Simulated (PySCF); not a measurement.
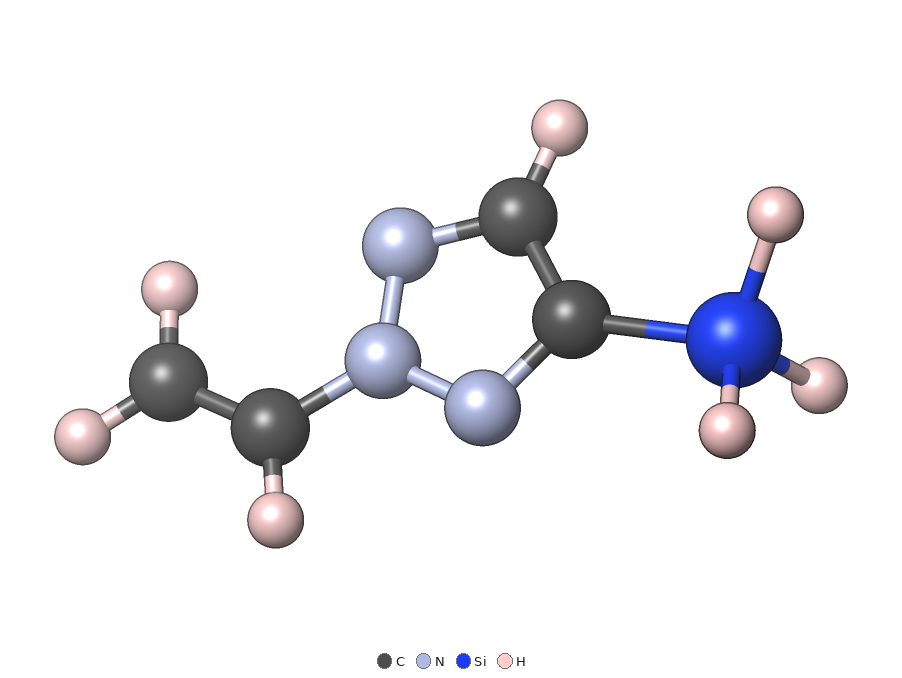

The picture shows a molecular structure as a ball-and-stick model. Every bond is drawn as one stick, whatever its order.

The computed structure is the end point of a GFN2-xTB optimisation. No frequency run is at hand to confirm it as a minimum.

Question: Which formula does it have?

Answer: C4H7N3Si, 15 atoms: 4 carbon, 7 hydrogen, 3 nitrogen and 1 silicon.

Question: What is its SMILES?

Answer: C=Cn1ncc([SiH3])n1

Question: Name functional groups in it.

Answer: Among them: alkene, Si–H bond.

More results for the same structure follow; atom numbers are the same in all pictures, views and colours differ.

### Geometry

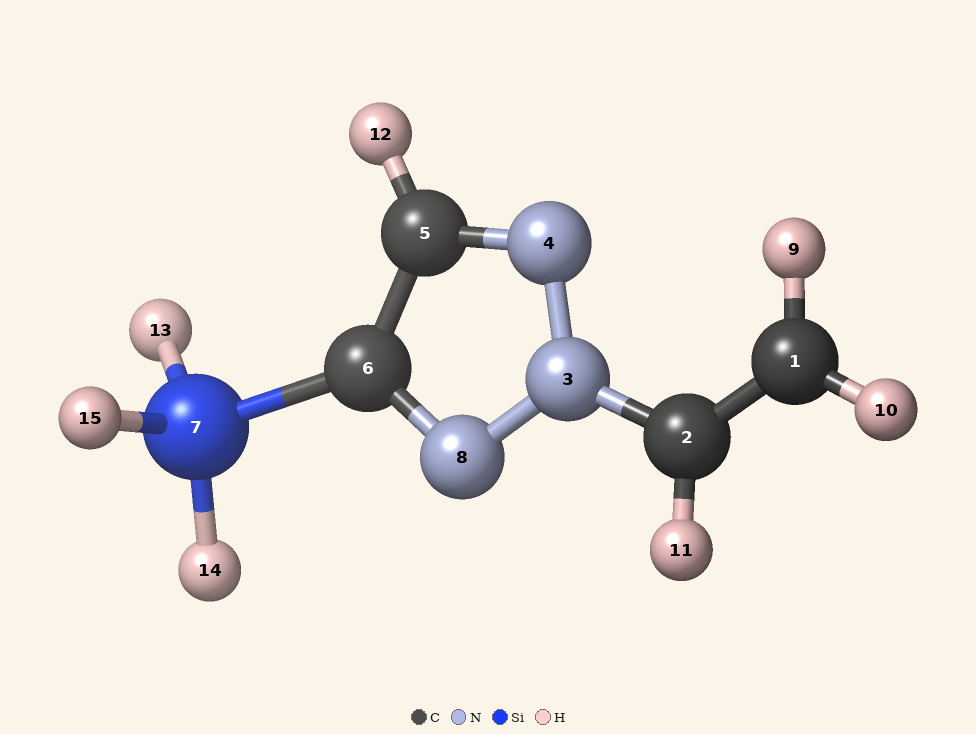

No frequency run is at hand to confirm it as a minimum.

List the bonds and their lengths.

```tsv
bond	length (Å)	order
C1–C2	1.324	double
C1–H9	1.076	single
C1–H10	1.074	single
C2–N3	1.384	single
C2–H11	1.080	single
N3–N4	1.321	aromatic
N3–N8	1.318	aromatic
N4–C5	1.316	aromatic
C5–C6	1.412	aromatic
C5–H12	1.070	single
C6–Si7	1.872	single
C6–N8	1.326	aromatic
Si7–H13	1.466	single
Si7–H14	1.460	single
Si7–H15	1.466	single
```

### Quadrupole coupling

No frequency run is at hand to confirm it as a minimum. Electric field gradients from the ground-state density, PBE0/pcSseg-1 (PySCF 2.14.0), non-relativistic apart from any core potentials.

Give the largest field-gradient component, the quadrupole coupling constant and the asymmetry for 14N at N3 (Q = 20.44 mb), 14N at N4 (Q = 20.44 mb), 14N at N8 (Q = 20.44 mb).

```csv
atom,V_zz (a.u.),e²qQ/h (MHz),η
N3,−0.652,−3.13,0.60
N4,−1.067,−5.13,0.41
N8,−1.103,−5.30,0.35
```

### Excitation

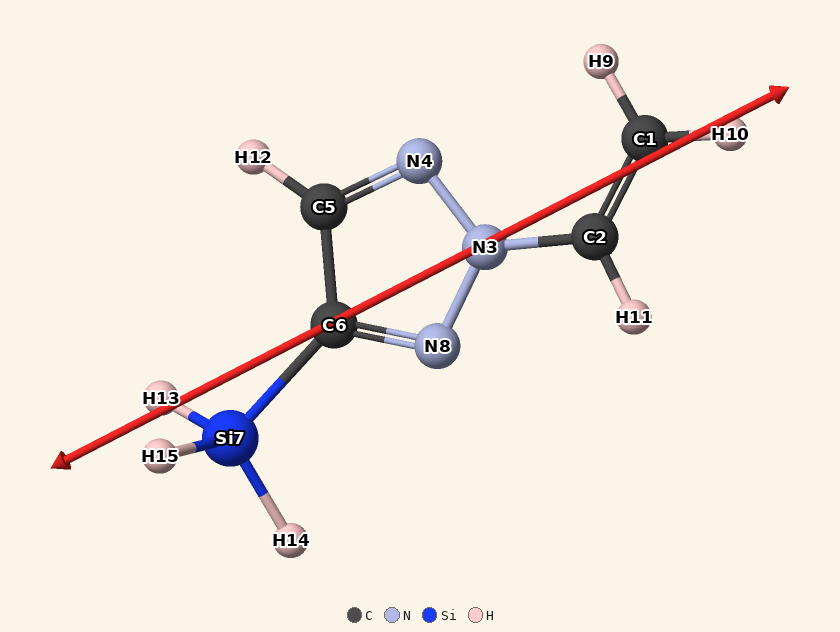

The double arrow shows the direction of the transition dipole to excited singlet state 1 (its length means nothing). No frequency run is at hand to confirm it as a minimum. Level of theory: TDDFT PBE0/def2-SVPD, vertical, gas phase, core orbitals frozen in the response (PySCF 2.14.0).

Question: How is the transition polarised?

Answer: Nearly parallel to the N4–C5 bond.

Question: Where does the transition lie, and how strong is it?

Answer: 5.22 eV (237 nm), oscillator strength 0.51, mainly HOMO → LUMO (weight 0.96); transition dipole 5.08 D.

### Ring current

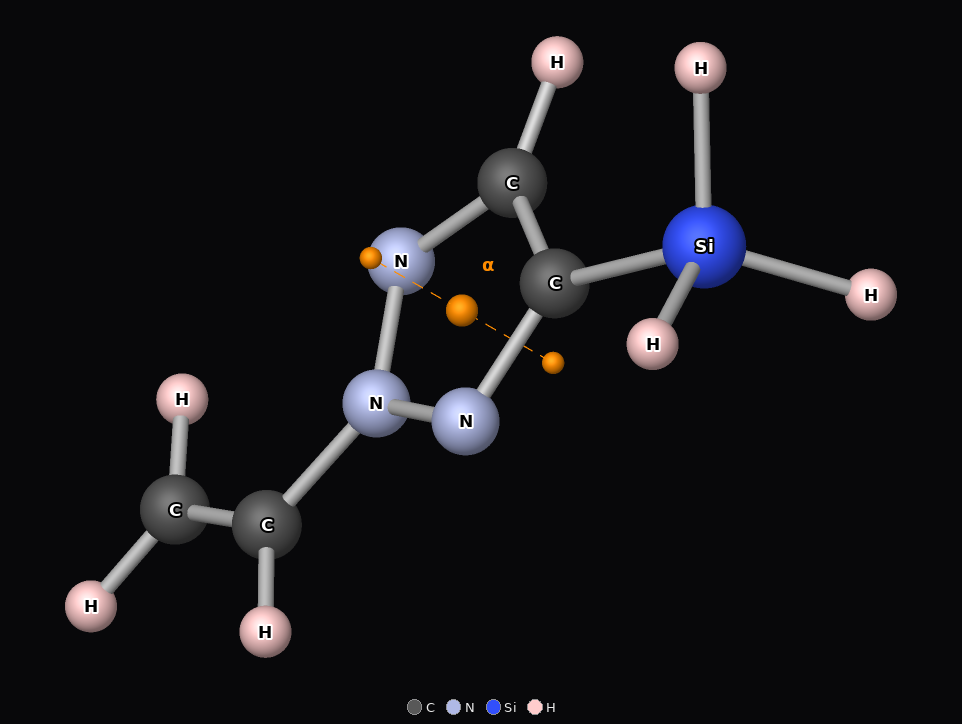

The small points mark where nucleus-independent chemical shifts (NICS) were computed: at the centre of each lettered ring and 1 Å above and below it. No frequency run is at hand to confirm it as a minimum. Properties computed with GIAO PBE0/pcSseg-1 NMR shielding, non-relativistic, gas phase (PySCF 2.14.0).

Give NICS(0), NICS(1) and the out-of-plane component NICS(1)zz for each ring (means of the two sides).

```json
{"ring": "α", "members": "C2N3", "NICS(0)": "−12.0", "NICS(1)": "−13.0", "NICS(1)zz": "−32.1"}
```

Values in ppm.

Question: What do the values say about the ring currents?

Answer: Ring α: diatropic, as in an aromatic ring. NICS is one index among several.

The geometry is semi-empirical. Around Si such bond lengths and angles can be off by a tenth of an ångström or more and by several degrees, and values that hang on the shape move with them.
